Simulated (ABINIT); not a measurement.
# CsH (Pm-3m): G0W0 in ABINIT against the k mesh, part 2 of 2

Aim: move the k mesh of a G0W0 run on CsH (Pm-3m) over a wide range.

ABINIT 10.8.3; LDA and many-body steps on it, plane waves. Known limits of the many-body steps: not at the basis limit; no spin-orbit coupling; coarse k mesh.

So far. Step 4 (Empty states on the mesh, 6×6×6 mesh, 31 bands): On this mesh the gap is 2.297 eV. Step 5 (Screening, 2×2×2 mesh, 27 bands, screening to 106.1 eV): Local fields lower ε∞ by 13 %. On a Γ-centred mesh this coarse the value itself is usually too large, while a short band sum pulls it down.

### Step 7. Screening, 4×4×4 mesh, 27 bands, screening to 106.1 eV

This step: RPA screening on LDA, plane waves, norm-conserving pseudopotentials.

run.abi reads:

```
acell 3*1.0 Angstrom
rprim 
  3.818408540000 0.000000000000 0.000000000000
  0.000000000000 3.818408540000 0.000000000000
  0.000000000000 0.000000000000 3.818408540000
ntypat 2
znucl 55 1
natom 2
typat 1 2
xred 
  0.000000000000 0.000000000000 0.000000000000
  0.500000000000 0.500000000000 0.500000000000
pp_dirpath "pseudos"
pseudos "Cs.upf, H.upf"
ecut 31
ngkpt 4 4 4
nshiftk 1
shiftk 0 0 0
kptopt 1
chksymbreak 0
istwfk *1
occopt 1
irdwfk 1
optdriver 3
nband 27
ecuteps 3.9
inclvkb 2
awtr 1
symchi 1
indata_prefix "in"
outdata_prefix "out"
tmpdata_prefix "tmp"
```

Started as:

```console
$ OMP_NUM_THREADS=1 mpirun -n 4 abinit run.abi > log
```

Numbers of over 12 decimals in the logs are rounded to 6 here.

The program printed:

```text
.Version 10.8.3 of ABINIT. v10.8.2 released Aug 2026.

 Symmetries : space group Pm -3 m (#221); Bravais cP (primitive cubic)
[... echo of the input left out ...]
== DATASET  1 ==================================================================
-   mpi_nproc: 4, omp_nthreads: 1 (-1 if OMP is not activated)

--- !DatasetInfo
iteration_state: {dtset: 1, }
dimensions: {natom: 2, nkpt: 10, mband: 27, nsppol: 1, nspinor: 1, nspden: 1, mpw: 3136, }
cutoff_energies: {ecut:  31.0, pawecutdg:  -1.0, }
electrons: {nelect:   1.00000000E+01, charge:   0.00000000E+00, occopt:   1.00000000E+00, tsmear:   1.00000000E-02, }

 SCREENING: Calculation of the susceptibility and dielectric matrices

 Based on a program developped by R.W. Godby, V. Olevano, G. Onida, and L. Reining.
 Incorporated in ABINIT by V. Olevano, G.-M. Rignanese, and M. Torrent.
.Using double precision arithmetic ; gwpc =  8

[... cell and pseudopotentials left out ...]
--------------------------------------------------------------------------------

 ==== K-mesh for the wavefunctions ====
 Number of points in the irreducible wedge :    10
[... list of points left out ...]
 Together with 48 symmetry operations and time-reversal symmetry
 yields    64 points in the full Brillouin Zone.

 ==== Q-mesh for the screening function ====
 Number of points in the irreducible wedge :    10
[... list of points left out ...]
 Together with 48 symmetry operations and time-reversal symmetry
 yields    64 points in the full Brillouin Zone.

 setmesh: FFT mesh size selected  =    25x   25x   25
          total number of points  =        15625

 vcoul_init : cutoff-mode = AUXILIARY_FUNCTION
 q-points for optical limit:   1
     1)      0.000010    0.000020    0.000030

- screening: taking advantage of time-reversal symmetry
- Maximum band index for partially occupied states nbvw = 5
- Remaining bands to be divided among processors   nbcw = 22
- Number of bands treated by each node ~5

 Number of electrons calculated from density =   10.0000; Expected =   10.0000
 average of density, n =  0.026617
 r_s =    2.0777
 omega_plasma =   15.7374 [eV]

 calculating chi0 at frequencies [eV] :
  1    0.000000E+00    0.000000E+00
  2    0.000000E+00    1.573743E+01

--------------------------------------------------------------------------------
  q-point number  1        q = ( 0.000000, 0.000000, 0.000000) [r.l.u.]
--------------------------------------------------------------------------------
[... chi0 elements left out ...]
 For q-point:  0.000010 0.000020 0.000030
  dielectric constant =   3.8240
  dielectric constant without local fields =   4.3476

  Average fulfillment of the sum rule on Im[epsilon] for q-point    1 :     51.74  [%]
[... wings left out ...]
  q-point number  2        q = ( 0.250000, 0.000000, 0.000000) [r.l.u.]
--------------------------------------------------------------------------------
[... chi0 elements left out ...]
  Average fulfillment of the sum rule on Im[epsilon] for q-point    2 :     87.04  [%]

 [... 8 further q-points ...]
```

Wall time 3.6 s (4 MPI ranks of Arm Neoverse V2, shared host); peak memory 0.46 GiB.

This step gave:

- ε∞ with local fields, on this mesh, along the program's q direction: 3.824
- the same without local fields: 4.348
- plasma frequency: 15.74 eV
- plane waves in the screening matrix: 147

### Step 8. 4×4×4

The self-energy is evaluated for the states that the input lists, and the levels follow from it, in one-shot runs by the linearised quasiparticle equation.

This step: G0W0 on LDA, plane waves, norm-conserving pseudopotentials.

run.abi: that of step 7 with these lines changed.

```diff
@@ -23,8 +23,19 @@
 irdwfk 1
-optdriver 3
+optdriver 4
 nband 27
+gwcalctyp 0
+ecutsigx 31
+symsigma 1
+nkptgw 3
+kptgw 
+  0.5000000000 0.5000000000 0.5000000000
+  0.5000000000 0.0000000000 0.0000000000
+  0.0000000000 0.0000000000 0.0000000000
+bdgw 
+  2 8
+  3 7
+  2 7
 ecuteps 3.9
-inclvkb 2
-awtr 1
-symchi 1
+irdscr 1
+ppmodel 1
 indata_prefix "in"
```

The program printed:

```text
.Version 10.8.3 of ABINIT. v10.8.2 released Aug 2026.

 Symmetries : space group Pm -3 m (#221); Bravais cP (primitive cubic)
[... echo of the input left out ...]
== DATASET  1 ==================================================================
-   mpi_nproc: 4, omp_nthreads: 1 (-1 if OMP is not activated)

--- !DatasetInfo
iteration_state: {dtset: 1, }
dimensions: {natom: 2, nkpt: 10, mband: 27, nsppol: 1, nspinor: 1, nspden: 1, mpw: 3136, }
cutoff_energies: {ecut:  31.0, pawecutdg:  -1.0, }
electrons: {nelect:   1.00000000E+01, charge:   0.00000000E+00, occopt:   1.00000000E+00, tsmear:   1.00000000E-02, }

 SIGMA: Calculation of the GW corrections

 Based on a program developped by R.W. Godby, V. Olevano, G. Onida, and L. Reining.
 Incorporated in ABINIT by V. Olevano, G.-M. Rignanese, and M. Torrent.
.Using double precision arithmetic ; gwpc =  8

[... cell and pseudopotentials left out ...]
--------------------------------------------------------------------------------

 ==== K-mesh for the wavefunctions ====
 Number of points in the irreducible wedge :    10
[... list of points left out ...]
 Together with 48 symmetry operations and time-reversal symmetry
 yields    64 points in the full Brillouin Zone.

 ==== Q-mesh for screening function ====
 Number of points in the irreducible wedge :    10
[... list of points left out ...]
 Together with 48 symmetry operations and time-reversal symmetry
 yields    64 points in the full Brillouin Zone.

 vcoul_init : cutoff-mode = AUXILIARY_FUNCTION
 q-points for optical limit:   1
     1)      0.000010    0.000020    0.000030
 setmesh: FFT mesh size selected  =    40x   40x   40
          total number of points  =        64000

 Number of electrons calculated from density =   10.0000; Expected =   10.0000
[...]
number of plane-waves for wavefunctions          3071
 number of bands                                    27
 number of q-points in IBZ                          10
 number of frequencies                               2
 number of real frequencies                          1
 number of imag frequencies                          1

 matrix elements of self-energy operator (all in [eV])

 Perturbative Calculation

--- !SelfEnergy_ee
iteration_state: {dtset: 1, }
kpoint     : [   0.500,    0.500,    0.500, ]
spin       : 1
KS_gap     :    2.488
QP_gap     :    4.370
Delta_QP_KS:    1.882
data: !SigmaeeData |
     Band     E0 <VxcDFT>   SigX SigC(E0)      Z dSigC/dE  Sig(E)    E-E0       E
        2  -6.265 -12.525 -17.202   3.087   0.775  -0.291 -13.757  -1.232  -7.497
        3  -6.265 -12.525 -17.202   3.087   0.775  -0.291 -13.757  -1.232  -7.497
        4  -6.265 -12.525 -17.202   3.087   0.775  -0.291 -13.757  -1.232  -7.497
[...]
--- !SelfEnergy_ee
iteration_state: {dtset: 1, }
kpoint     : [   0.500,    0.000,    0.000, ]
spin       : 1
KS_gap     :    2.559
QP_gap     :    4.544
Delta_QP_KS:    1.985
data: !SigmaeeData |
     Band     E0 <VxcDFT>   SigX SigC(E0)      Z dSigC/dE  Sig(E)    E-E0       E
[...]
--- !SelfEnergy_ee
iteration_state: {dtset: 1, }
kpoint     : [   0.000,    0.000,    0.000, ]
spin       : 1
KS_gap     :    5.220
QP_gap     :    7.488
Delta_QP_KS:    2.268
data: !SigmaeeData |
     Band     E0 <VxcDFT>   SigX SigC(E0)      Z dSigC/dE  Sig(E)    E-E0       E
[...]
6   5.759  -8.498  -3.789  -3.040   0.824  -0.214  -7.123   1.375   7.133
        7   5.759  -8.498  -3.789  -3.040   0.824  -0.214  -7.123   1.375   7.133

== END DATASET(S) ==============================================================
================================================================================

 -outvars: echo values of variables after computation  --------
           etotal      0.0000000000E+00
            nband          27
             nkpt          10
          spgroup         221
 [... the other variables as echoed above ...]

 Calculation completed.
```

The job ended after 3.7 s (4 MPI ranks; peak memory 0.58 GiB).

This step gave:

```yaml
g0w0_gap_on_the_points_computed: 4.237 eV
starting_gap_on_the_mesh: 2.297 eV
k_of_the_valence_top: 0.5, 0.5, 0.5
k_of_the_conduction_bottom: 0.5, 0, 0
z_at_the_valence_top: 0.775
z_at_the_conduction_bottom: 0.83
least_direct_g0w0_gap_on_the_computed_points: 4.37 eV
```

The gap on the mesh goes from 2.30 eV to 4.24 eV, a correction of +1.94 eV.

### Step 9. Screening, 6×6×6 mesh, 27 bands, screening to 106.1 eV

This step: RPA screening on LDA, plane waves, norm-conserving pseudopotentials.

run.abi: that of step 8 with these lines changed.

```diff
@@ -15,3 +15,3 @@
 ecut 31
-ngkpt 4 4 4
+ngkpt 6 6 6
 nshiftk 1
@@ -23,19 +23,8 @@
 irdwfk 1
-optdriver 4
+optdriver 3
 nband 27
-gwcalctyp 0
-ecutsigx 31
-symsigma 1
-nkptgw 3
-kptgw 
-  0.5000000000 0.5000000000 0.5000000000
-  0.5000000000 0.0000000000 0.0000000000
-  0.0000000000 0.0000000000 0.0000000000
-bdgw 
-  2 8
-  3 7
-  2 7
 ecuteps 3.9
-irdscr 1
-ppmodel 1
+inclvkb 2
+awtr 1
+symchi 1
 indata_prefix "in"
```

The program printed:

```text
.Version 10.8.3 of ABINIT. v10.8.2 released Aug 2026.

 Symmetries : space group Pm -3 m (#221); Bravais cP (primitive cubic)
[... echo of the input left out ...]
== DATASET  1 ==================================================================
-   mpi_nproc: 4, omp_nthreads: 1 (-1 if OMP is not activated)

--- !DatasetInfo
iteration_state: {dtset: 1, }
dimensions: {natom: 2, nkpt: 20, mband: 27, nsppol: 1, nspinor: 1, nspden: 1, mpw: 3136, }
cutoff_energies: {ecut:  31.0, pawecutdg:  -1.0, }
[...]
--------------------------------------------------------------------------------
[... chi0 elements left out ...]
 For q-point:  0.000010 0.000020 0.000030
  dielectric constant =   3.6133
  dielectric constant without local fields =   4.1230

  Average fulfillment of the sum rule on Im[epsilon] for q-point    1 :     51.47  [%]
[... wings left out ...]
  q-point number  2        q = ( 0.166667, 0.000000, 0.000000) [r.l.u.]
--------------------------------------------------------------------------------
[... chi0 elements left out ...]
  Average fulfillment of the sum rule on Im[epsilon] for q-point    2 :     93.91  [%]

 [... 18 further q-points ...]
```

Elapsed: 12 s, on 4 MPI ranks; peak memory 0.64 GiB.

Numbers from this step:

```yaml
eps_infinity_with_local_fields_on_this_mesh_along_the_program_s_q_direction: 3.613
the_same_without_local_fields: 4.123
plasma_frequency: 15.74 eV
plane_waves_in_the_screening_matrix: 147
```

### Step 10. 6×6×6

This step: G0W0 on LDA, plane waves, norm-conserving pseudopotentials.

run.abi: that of step 9 with these lines changed.

```diff
@@ -23,8 +23,19 @@
 irdwfk 1
-optdriver 3
+optdriver 4
 nband 27
+gwcalctyp 0
+ecutsigx 31
+symsigma 1
+nkptgw 3
+kptgw 
+  0.5000000000 0.5000000000 0.5000000000
+  0.5000000000 0.0000000000 0.0000000000
+  0.0000000000 0.0000000000 0.0000000000
+bdgw 
+  2 8
+  3 7
+  2 7
 ecuteps 3.9
-inclvkb 2
-awtr 1
-symchi 1
+irdscr 1
+ppmodel 1
 indata_prefix "in"
```

The program printed:

```text
.Version 10.8.3 of ABINIT. v10.8.2 released Aug 2026.

 Symmetries : space group Pm -3 m (#221); Bravais cP (primitive cubic)
[... echo of the input left out ...]
== DATASET  1 ==================================================================
-   mpi_nproc: 4, omp_nthreads: 1 (-1 if OMP is not activated)

--- !DatasetInfo
iteration_state: {dtset: 1, }
dimensions: {natom: 2, nkpt: 20, mband: 27, nsppol: 1, nspinor: 1, nspden: 1, mpw: 3136, }
cutoff_energies: {ecut:  31.0, pawecutdg:  -1.0, }
[...]
Band     E0 <VxcDFT>   SigX SigC(E0)      Z dSigC/dE  Sig(E)    E-E0       E
[...]
6   5.759  -8.499  -3.806  -3.016   0.826  -0.211  -7.114   1.385   7.144
        7   5.759  -8.499  -3.806  -3.016   0.826  -0.211  -7.114   1.385   7.144

== END DATASET(S) ==============================================================
================================================================================

 -outvars: echo values of variables after computation  --------
           etotal      0.0000000000E+00
            nband          27
             nkpt          20
          spgroup         221
 [... the other variables as echoed above ...]

 Calculation completed.
```

Wall time 5.7 s (4 MPI ranks); peak memory 0.64 GiB; 22 s of CPU time.

This step gave:

* G0W0 gap on the points computed: 4.262 eV
* starting gap on the mesh: 2.297 eV
* k of the valence top: 0.5, 0.5, 0.5
* k of the conduction bottom: 0.5, 0, 0
* least direct G0W0 gap on the computed points: 4.394 eV

Against the run before, the gap moves by +0.025 eV.

### Step 11. Side by side

Times are wall times on 4 MPI ranks of Arm Neoverse V2, shared host, good to a factor of about two. A run's time includes the screening step that it read.

| run | mesh | bands | screening cutoff (eV) | DFT gap (eV) | gap on the mesh (eV) | direct (eV) | ε∞ used | time |
| --- | --- | --- | --- | --- | --- | --- | --- | --- |
| 2×2×2 | 2×2×2 | 27 | 106.1 | 2.297 | 3.757 | 3.871 | 7.54 | 4.7 s |
| 4×4×4 | 4×4×4 | 27 | 106.1 | 2.297 | 4.237 | 4.370 | 3.82 | 7.4 s |
| 6×6×6 | 6×6×6 | 27 | 106.1 | 2.297 | 4.262 | 4.394 | 3.61 | 18 s |

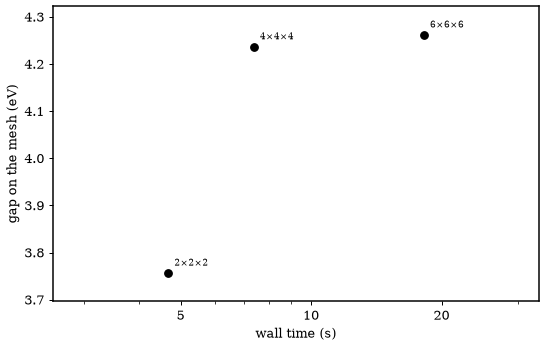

Result against wall time.

### Step 12. Summary of results

```
2×2×2        : 3.757 eV
4×4×4        : 4.237 eV
6×6×6        : 4.262 eV
known limits : not at the basis limit; no spin-orbit coupling; coarse k mesh
```

The setting moved: k mesh. From 2×2×2 to 6×6×6 the gap moves by +0.51 eV, for 3.9 times the time. The last step still moves it by +0.025 eV. Bands and screening cutoff are coupled, so a series along one setting does not show full convergence. Bands and cutoff are finite, so the gap is not at the basis limit. The miss can reach some tenths of an eV and take either sign; the mesh is an error of its own. In the G0W0 runs levels were corrected at 3 k points alone, so a gap called «on the mesh» is the least over those, and an edge elsewhere would be missed. The 2×2×2 mesh is coarse for this cell, which bears on the long-range parts of exchange and screening. The many-body steps are scalar-relativistic: spin-orbit coupling is not in them.

[Paths, hosts, dates, memory and timing lines, banners, echoed tables and standing remarks are left out of the program output.]

[Logs are printed without paths, hosts, clocks, repeated set-up lines and the standing remarks that a program may print on its own settings, such as how far it seeks lower states.]

[Runs of the session that timed out or met a known fault of the program may be left out.]

[Hosts, paths, dates, database ids (printed as entryN), source tags and the programs' standing remarks are cut or masked in the printed files.]

[G0W0 gaps are taken among the corrected bands and points alone; a level outside them can change the order at an edge.]

[Where Ansatz stands beside ABINIT at settings called matched, ABINIT's density can come from a denser mesh and the files from another edition; pairs whose starting gaps differed by over 0.03 eV were left out, so agreement reads better than it is.]
